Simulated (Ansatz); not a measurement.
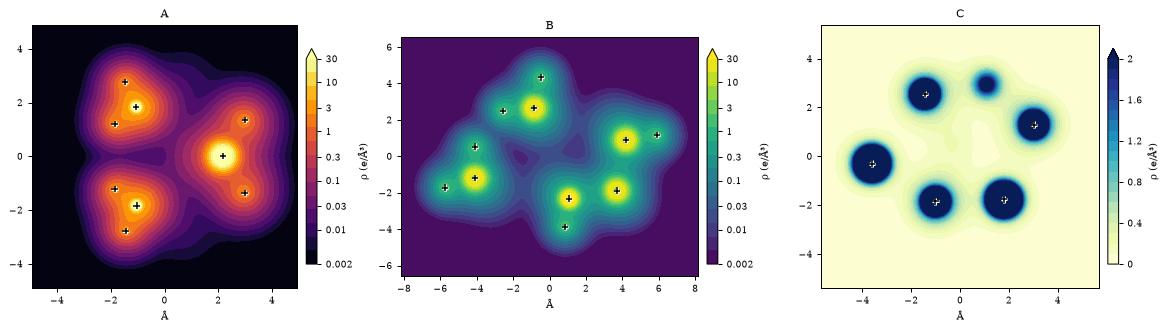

The electron density of 3 systems, each on a plane through atoms (crosses mark nuclei in the plane).

Theory: Ansatz, RKS PBE0-D4/def2-TZVP.

System 1: GeH₂₀Sn₁₂, the plane of atoms H18, Sn3 and H19. Geometry: PBE-D4/def2-SVP; core potentials replace the inner electrons of Sn.

```xyz
33

Sn    0.8069   -4.0628    0.5963
Sn   -2.6272    2.6283   -2.5748
Sn    0.9254   -0.9268   -2.7069
Sn   -2.3557   -0.7479    0.5571
Sn    0.6812   -0.6817    3.6845
Sn    0.7463    2.3552    0.5584
Sn    4.0614   -0.8040    0.5974
Sn   -4.1014    0.8574   -0.9662
Sn   -0.7897   -2.4389   -1.0643
Sn    2.3814   -2.3811    2.2173
Sn   -0.8592    4.1025   -0.9632
Sn    2.4363    0.7900   -1.0649
Ge   -0.7797    0.7778    2.0337
H     1.8139   -5.1085   -0.3591
H    -0.1945   -5.0758    1.5908
H    -3.6800    3.6808   -3.4713
H    -1.7051    1.7099   -3.7238
H     1.9984   -1.9985   -3.5575
H     0.0325   -0.0342   -3.8990
H    -3.2860   -1.7470    1.6428
H    -0.3661   -1.6161    4.7092
H     1.6159    0.3676    4.7069
H     1.7459    3.2835    1.6454
H     5.1102   -1.8093   -0.3564
H     5.0709    0.2001    1.5927
H    -5.1452   -0.1374   -1.9353
H    -5.1123    1.7789    0.1047
H    -1.8378   -3.4253   -2.0471
H     3.3384   -3.3376    3.3154
H     0.1359    5.1473   -1.9311
H    -1.7809    5.1119    0.1087
H     3.4222    1.8382   -2.0481
H    -1.7048    1.7020    2.8967
```

System 2: As₇In₇ (In7As7 zinc blende off sphere), the plane of atoms In2, As14 and In5. Geometry: PBE-D4/def2-SVP; core potentials replace the inner electrons of In.

```yaml
atoms:
  - { symbol: In, position_ang: [1.5144, -1.5891, 0.1167] }
  - { symbol: In, position_ang: [-1.1164, 2.1618, 0.3064] }
  - { symbol: In, position_ang: [-0.2135, -1.6106, -2.5375] }
  - { symbol: In, position_ang: [-2.0302, -0.9962, 0.2630] }
  - { symbol: In, position_ang: [-0.4282, -2.6280, 3.1160] }
  - { symbol: In, position_ang: [1.2455, 1.3300, -1.7425] }
  - { symbol: In, position_ang: [1.8735, 2.4001, 2.3875] }
  - { symbol: As, position_ang: [-3.1719, 1.0509, -1.0613] }
  - { symbol: As, position_ang: [-0.7128, -3.1691, -0.4106] }
  - { symbol: As, position_ang: [1.5826, -0.5348, 2.5218] }
  - { symbol: As, position_ang: [-1.3455, 0.8021, -2.6997] }
  - { symbol: As, position_ang: [1.1395, 3.4254, -0.2579] }
  - { symbol: As, position_ang: [2.4480, -0.9254, -2.3555] }
  - { symbol: As, position_ang: [-0.7850, 0.2828, 2.3537] }
```

System 3: Ga₅H₁₆N₄ (Ga5N4 zinc blende ring disc) (charge −1), the plane of atoms H13, N3 and H14. Geometry: r2SCAN-D4/def2-SVP.

```json
{"atom": "N", "x (Å)": "-1.1027", "y (Å)": "-1.1038", "z (Å)": "0.8194"}
{"atom": "N", "x (Å)": "1.3019", "y (Å)": "-1.2936", "z (Å)": "-1.1452"}
{"atom": "N", "x (Å)": "-1.2971", "y (Å)": "1.2893", "z (Å)": "-1.1500"}
{"atom": "N", "x (Å)": "1.1004", "y (Å)": "1.1057", "z (Å)": "0.8198"}
{"atom": "Ga", "x (Å)": "-2.4364", "y (Å)": "-0.0701", "z (Å)": "-0.1839"}
{"atom": "Ga", "x (Å)": "-0.0680", "y (Å)": "-2.4311", "z (Å)": "-0.1911"}
{"atom": "Ga", "x (Å)": "0.0001", "y (Å)": "-0.0006", "z (Å)": "2.0630"}
{"atom": "Ga", "x (Å)": "2.4353", "y (Å)": "0.0746", "z (Å)": "-0.1842"}
{"atom": "Ga", "x (Å)": "0.0637", "y (Å)": "2.4322", "z (Å)": "-0.1899"}
{"atom": "H", "x (Å)": "-1.6638", "y (Å)": "-1.6696", "z (Å)": "1.4684"}
{"atom": "H", "x (Å)": "0.8666", "y (Å)": "-0.8559", "z (Å)": "-1.9613"}
{"atom": "H", "x (Å)": "1.9664", "y (Å)": "-1.9570", "z (Å)": "-1.5542"}
{"atom": "H", "x (Å)": "-1.9579", "y (Å)": "1.9491", "z (Å)": "-1.5706"}
{"atom": "H", "x (Å)": "-0.8544", "y (Å)": "0.8444", "z (Å)": "-1.9582"}
{"atom": "H", "x (Å)": "1.6610", "y (Å)": "1.6716", "z (Å)": "1.4691"}
{"atom": "H", "x (Å)": "-3.1040", "y (Å)": "-0.9328", "z (Å)": "-1.3399"}
{"atom": "H", "x (Å)": "-3.3822", "y (Å)": "0.7569", "z (Å)": "0.7745"}
{"atom": "H", "x (Å)": "-0.9276", "y (Å)": "-3.0862", "z (Å)": "-1.3564"}
{"atom": "H", "x (Å)": "0.7514", "y (Å)": "-3.3872", "z (Å)": "0.7639"}
{"atom": "H", "x (Å)": "0.9633", "y (Å)": "-0.9616", "z (Å)": "2.8786"}
{"atom": "H", "x (Å)": "-0.9608", "y (Å)": "0.9581", "z (Å)": "2.8838"}
{"atom": "H", "x (Å)": "3.3871", "y (Å)": "-0.7456", "z (Å)": "0.7744"}
{"atom": "H", "x (Å)": "3.0961", "y (Å)": "0.9364", "z (Å)": "-1.3447"}
{"atom": "H", "x (Å)": "-0.7630", "y (Å)": "3.3820", "z (Å)": "0.7651"}
{"atom": "H", "x (Å)": "0.9246", "y (Å)": "3.0946", "z (Å)": "-1.3502"}
```

Question: Match each panel to its system.

Answer: Panel A is system 3, Ga₅H₁₆N₄: the plane holds N, Ga and H. N–H (1.02 Å): ρ is about 2.8 e/Å³ halfway. Panel B is system 1, GeH₂₀Sn₁₂: the plane holds Sn, Ge and H. Sn–Ge (2.64 Å): ρ is about 0.45 e/Å³ halfway. Panel C is system 2, As₇In₇: the plane holds In and As.
